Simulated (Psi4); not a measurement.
**UB3LYP/6-31G(d) (Cartesian functions) run of CH5BN (SMILES B[N]C)**

What is the vertical ionisation energy of CH5BN at UB3LYP/6-31G* (Cartesian functions)? 

The calculation is run with Psi4 1.11.

### Step 1. The system as given

CH5BN has 8 atoms, charge 0, and is taken as a doublet. As SMILES, `B[N]C`. Geometry: relaxed at PBE0-D4/def2-TZVP.

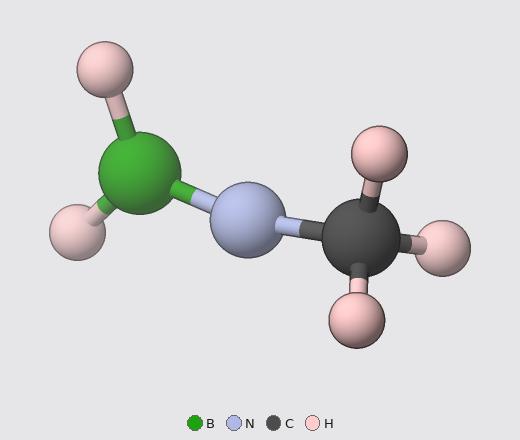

The structure, seen from a chosen angle (boron green, nitrogen light blue, carbon dark grey, hydrogen pink).

### Step 2. Energy and forces at UB3LYP/6-31G(d) (Cartesian functions)

run_ase.py

```python
import numpy as np
from ase.calculators.psi4 import Psi4
from ase import Atoms

atoms = Atoms(['B', 'N', 'C', 'H', 'H', 'H', 'H', 'H'], positions=[
    [-0.373900, 1.096100, -0.965000],
    [0.058500, 0.275600, -0.008700],
    [0.339600, -0.835900, 0.776800],
    [-1.007800, 0.632300, -1.885400],
    [-0.143000, 2.276400, -0.921600],
    [-0.096400, -0.755000, 1.778600],
    [1.416200, -1.018200, 0.865300],
    [-0.101000, -1.728600, 0.304400],
])
calc = Psi4(atoms=atoms, method='b3lyp', basis='6-31G*', memory='2200MB', num_threads=1, charge=0, multiplicity=2, label='ch5bn', reference='uks')
calc.psi4.set_options({'puream': False, 'e_convergence': 1e-09, 'd_convergence': 1e-08, 'scf_type': 'pk', 'dft_radial_points': 99, 'dft_spherical_points': 590, 'maxiter': 100})
atoms.calc = calc

forces = atoms.get_forces()
print(f'energy: {atoms.get_potential_energy():.6f} eV')
print('forces / eV A^-1')
print(np.round(forces, 5))
```

Run with:

```
$ python run_ase.py
```

ch5bn.dat (excerpt; [...] marks lines left out):

```text
[...]
  Running in c1 symmetry.
[...]
  Nuclear repulsion =   63.858645311702894
[...]
  Multiplicity = 2
[...]
  Nalpha       = 12
  Nbeta        = 11
[...]
    Number of basis functions: 55
[...]
   @UKS iter   1:  -120.45768658994352   -4.09021e-01   1.15960e-02 DIIS/ADIIS
[...]
   @UKS iter  13:  -120.67686493471237   -4.44800e-12   9.63533e-09 DIIS
[...]
   @S^2 Observed:                7.572950082E-01
[...]
    Orbital Energies [Eh]
    ---------------------
    Alpha Occupied:
       1A    -14.354350     2A    -10.235882     3A     -6.731737
       4A     -0.899840     5A     -0.690474     6A     -0.518942
       7A     -0.470032     8A     -0.457320     9A     -0.409571
      10A     -0.367007    11A     -0.279491    12A     -0.243699
    Alpha Virtual:
      13A      0.029644    14A      0.098829    15A      0.147432
      16A      0.166628    17A      0.172443    18A      0.183939
      19A      0.243591    20A      0.275066    21A      0.409016
      22A      0.439255    23A      0.446305    24A      0.473305
      25A      0.575644    26A      0.596277    27A      0.776062
[...]
  @UKS Final Energy:  -120.67686493471237
   => Energetics <=
    Nuclear Repulsion Energy =             63.8586453117028938
    One-Electron Energy =                -287.5406268361613229
    Two-Electron Energy =                 117.7625296332288372
    DFT Exchange-Correlation Energy =     -14.7574130434827815
    Empirical Dispersion Energy =           0.0000000000000000
    VV10 Nonlocal Energy =                  0.0000000000000000
    Total Energy =                       -120.6768649347123699
  UHF NO Occupations:
  HONO-2 :   10  A 1.9989151
  HONO-1 :   11  A 1.9985962
[...]
 Multipole Moments:
 ------------------------------------------------------------------------------------
     Multipole            Electronic (a.u.)      Nuclear  (a.u.)        Total (a.u.)
 ------------------------------------------------------------------------------------
 L = 1.  Multiply by 2.5417464519 to convert [e a0] to [Debye]
 Dipole X            :         -0.1650784            0.3450458            0.1799675
 Dipole Y            :          1.4098668           -2.0721516           -0.6622847
 Dipole Z            :         -0.6774621            1.1664878            0.4890257
 Magnitude           :                                                    0.8427073
[...]
  -Total Gradient:
     Atom            X                  Y                   Z
    ------   -----------------  -----------------  -----------------
       1        0.001514537684    -0.003395991014     0.003490242227
       2       -0.000046395741    -0.002702093370     0.000745594043
       3       -0.000717124458     0.003379723504    -0.002241164207
       4        0.000207899477    -0.000441392944     0.000467486244
       5        0.000192415733    -0.000317744585     0.000406920216
       6        0.000536764837     0.000302482606    -0.002575372431
       7       -0.002418175076     0.000798597646    -0.000810203060
       8        0.000729657942     0.002373907521     0.000516599042
[...]
```

On the terminal:

```text
energy: -3283.784756 eV
forces / eV A^-1
[[-0.07788  0.17463 -0.17948]
 [ 0.00239  0.13895 -0.03834]
 [ 0.03688 -0.17379  0.11525]
 [-0.01069  0.0227  -0.02404]
 [-0.00989  0.01634 -0.02092]
 [-0.0276  -0.01555  0.13243]
 [ 0.12435 -0.04107  0.04166]
 [-0.03752 -0.12207 -0.02656]]
```

Run time: 23 s. Hardware: 1 thread of Intel Xeon Platinum 8375C at 2.90GHz (Ice Lake), shared host; peak memory 0.92 GiB.

### Step 3. The singlet cation

ch5bn.py

```python
import psi4

psi4.set_memory(2200000000)
psi4.set_num_threads(1)
psi4.core.set_output_file('ch5bn.out', False)

geom = psi4.geometry("""
1 1
B     -0.373900     1.096100    -0.965000
N      0.058500     0.275600    -0.008700
C      0.339600    -0.835900     0.776800
H     -1.007800     0.632300    -1.885400
H     -0.143000     2.276400    -0.921600
H     -0.096400    -0.755000     1.778600
H      1.416200    -1.018200     0.865300
H     -0.101000    -1.728600     0.304400
symmetry c1
no_reorient
no_com
""")

options = {'basis': '6-31G*', 'puream': False, 'e_convergence': 1e-09, 'd_convergence': 1e-08, 'scf_type': 'pk', 'dft_radial_points': 99, 'dft_spherical_points': 590}
psi4.set_options(options)

result, w = psi4.gradient("B3LYP", return_wfn=True)
psi4.oeprop(w, "DIPOLE", "LOWDIN_CHARGES", "WIBERG_LOWDIN_INDICES", title="B3LYP")
print('gradient / Eh bohr^-1')
print(result.np.round(6))
print(f'energy = {w.energy():.10f} Eh')
for k, v in sorted(psi4.core.scalar_variables().items()):
    print(f'{k:45s} {v:18.10f}')
```

Run with:

```
$ python ch5bn.py
```

ch5bn.out (excerpt; [...] marks lines left out):

```text
[...]
  Running in c1 symmetry.
[...]
  Nuclear repulsion =   63.858645311702894
[...]
  Multiplicity = 1
[...]
  Nalpha       = 11
  Nbeta        = 11
[...]
    Number of basis functions: 55
[...]
   @RKS iter   1:  -120.25582952643367   -2.07164e-01   7.24543e-03 DIIS/ADIIS
[...]
   @RKS iter  12:  -120.33602574376292   -5.25802e-13   3.31661e-09 DIIS
[...]
  @RKS Final Energy:  -120.33602574376292
   => Energetics <=
    Nuclear Repulsion Energy =             63.8586453117028938
    One-Electron Energy =                -281.2346985990442363
    Two-Electron Energy =                 111.4829699222694330
    DFT Exchange-Correlation Energy =     -14.4429423786910114
    Empirical Dispersion Energy =           0.0000000000000000
    VV10 Nonlocal Energy =                  0.0000000000000000
    Total Energy =                       -120.3360257437629173
[...]
  -Total Gradient:
     Atom            X                  Y                   Z
    ------   -----------------  -----------------  -----------------
       1       -0.020529141092     0.004074587470    -0.035323099241
       2        0.027777247600     0.020811978750     0.040214215708
       3       -0.020112829181    -0.031840043609    -0.024105141705
       4        0.000925662079     0.003525956863     0.000496053091
       5        0.000829816819    -0.003708298120     0.002460275813
       6        0.007922724781     0.001533488693    -0.000538978299
       7       -0.003528903281     0.003492749170     0.006353625771
       8        0.006715091501     0.002107141447     0.010443273811
[...]
 Multipole Moments:
 ------------------------------------------------------------------------------------
     Multipole            Electronic (a.u.)      Nuclear  (a.u.)        Total (a.u.)
 ------------------------------------------------------------------------------------
 L = 1.  Multiply by 2.5417464519 to convert [e a0] to [Debye]
 Dipole X            :         -1.3050647            1.2200072           -0.0850576
 Dipole Y            :         -3.3792029            3.4037747            0.0245718
 Dipole Z            :         -0.0431277           -0.1583590           -0.2014867
 Magnitude           :                                                    0.2200806
[...]
```

Standard output:

```text
gradient / Eh bohr^-1
[[-0.020529  0.004075 -0.035323]
 [ 0.027777  0.020812  0.040214]
 [-0.020113 -0.03184  -0.024105]
 [ 0.000926  0.003526  0.000496]
 [ 0.00083  -0.003708  0.00246 ]
 [ 0.007923  0.001533 -0.000539]
 [-0.003529  0.003493  0.006354]
 [ 0.006715  0.002107  0.010443]]
energy = -120.3360257438 Eh
CURRENT ENERGY                                   -120.3360257438
CURRENT REFERENCE ENERGY                         -120.3360257438
DD SOLVATION ENERGY                                 0.0000000000
DFT FUNCTIONAL TOTAL ENERGY                      -120.3360257438
DFT TOTAL ENERGY                                 -120.3360257438
DFT VV10 ENERGY                                     0.0000000000
DFT XC ENERGY                                     -14.4429423787
GRID ELECTRONS ALPHA                               11.0000002540
GRID ELECTRONS BETA                                11.0000002540
GRID ELECTRONS TOTAL                               22.0000005080
NUCLEAR REPULSION ENERGY                           63.8586453117
ONE-ELECTRON ENERGY                              -281.2346985990
PCM POLARIZATION ENERGY                             0.0000000000
PE ENERGY                                           0.0000000000
SCF ITERATION ENERGY                             -120.3360257438
SCF ITERATIONS                                     12.0000000000
SCF TOTAL ENERGY                                 -120.3360257438
TWO-ELECTRON ENERGY                               111.4829699223
XC GRID RADIAL POINTS                              99.0000000000
XC GRID SPHERICAL POINTS                          590.0000000000
XC GRID TOTAL POINTS                           442954.0000000000
```

Run time: 14 s. Hardware: 1 thread of Intel Xeon Platinum 8375C at 2.90GHz (Ice Lake), shared host; peak memory 0.91 GiB.

### Step 4. Outcome

Level: UB3LYP/6-31G* (Cartesian functions).

| quantity | value |
| --- | --- |
| doublet CH5BN: total energy | -120.67686 Eh |
| doublet CH5BN: dipole moment | 2.14 D |
| doublet CH5BN: HOMO energy (highest over α and β) | -6.63 eV |
| doublet CH5BN: LUMO energy (lowest over α and β) | -2.74 eV |
| doublet CH5BN: ⟨S²⟩ | 0.757 |
| doublet CH5BN: largest force on an atom | 0.262 eV/Å |
| singlet cation: total energy | -120.33603 Eh |
| singlet cation: HOMO energy | -15.01 eV |
| singlet cation: LUMO energy | -11.81 eV |
| singlet cation: HOMO–LUMO gap | 3.19 eV |
| singlet cation: largest force on an atom | 2.732 eV/Å |
| vertical ionisation energy (to the singlet cation) | 9.275 eV |

What this shows: The vertical ionisation energy comes to 9.27 eV (895 kJ/mol). The largest force (doublet CH5BN) is 0.26 eV/Å: the shape isn't a stationary point for this species at this level. With no_com the log's rotational constants are taken about the origin, not the centre of mass, so they aren't the molecule's.
